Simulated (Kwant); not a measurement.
Device: wire with a row of barriers in a GaN two-dimensional gas. Effective mass 0.22 mₑ, grid spacing 5 nm, hard walls, nominal width 100 nm (19 grid rows, so walls 100 nm apart), one parabolic valley, scattering region 500 nm long along x; energies count from the band bottom; Fermi energy swept from 0.00013674 to 0.0016238 eV. 2 barrier(s) across the wire, height 0.0031 eV, thickness 10 nm (about 2 grid columns), spaced by 30 nm.

The device is made up for the run: typed textbook-type constants, with dimensions and the other settings drawn at random.

Model: effective-mass tight-binding model on a square grid, one spin, coherent transport at 0 K (Kwant). Conductance is in e²/h.

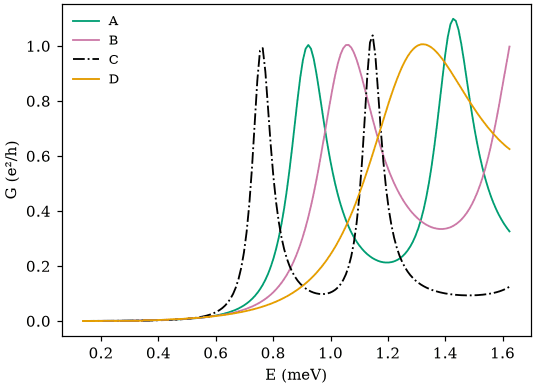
Figure: G (e²/h) of 4 runs

| E (meV) | A | B | C | D |
|---|---|---|---|---|
| 0.1367 | 0 | 0 | 1.3e-5 | 0 |
| 0.2209 | 0.00027 | 0.00011 | 0.00025 | 0 |
| 0.3051 | 0.0011 | 0.0011 | 0.00081 | 0.00036 |
| 0.3986 | 0.0029 | 0.0033 | 0.0024 | 0.0032 |
| 0.4828 | 0.0064 | 0.0069 | 0.0063 | 0.0074 |
| 0.5669 | 0.014 | 0.014 | 0.019 | 0.014 |
| 0.6605 | 0.037 | 0.030 | 0.099 | 0.027 |
| 0.7446 | 0.10 | 0.062 | 0.88 | 0.046 |
| 0.8288 | 0.35 | 0.14 | 0.30 | 0.079 |
| 0.9223 | 1.00 | 0.38 | 0.11 | 0.15 |
| 1.006 | 0.54 | 0.84 | 0.11 | 0.25 |
| 1.091 | 0.29 | 0.95 | 0.36 | 0.44 |
| 1.184 | 0.21 | 0.60 | 0.58 | 0.73 |
| 1.268 | 0.26 | 0.41 | 0.18 | 0.96 |
| 1.353 | 0.56 | 0.34 | 0.11 | 0.99 |
| 1.446 | 1.06 | 0.36 | 0.094 | 0.86 |
| 1.530 | 0.55 | 0.52 | 0.095 | 0.73 |
| 1.624 | 0.33 | 1.00 | 0.12 | 0.62 |

Question: Column A is the base. The others each differ by one change: effective mass 0.22 → 0.13 mₑ; effective mass 0.22 → 0.18 mₑ; effective mass 0.22 → 0.29 mₑ. Which is which?

Answer: B: effective mass 0.22 → 0.18 mₑ; C: effective mass 0.22 → 0.29 mₑ; D: effective mass 0.22 → 0.13 mₑ.
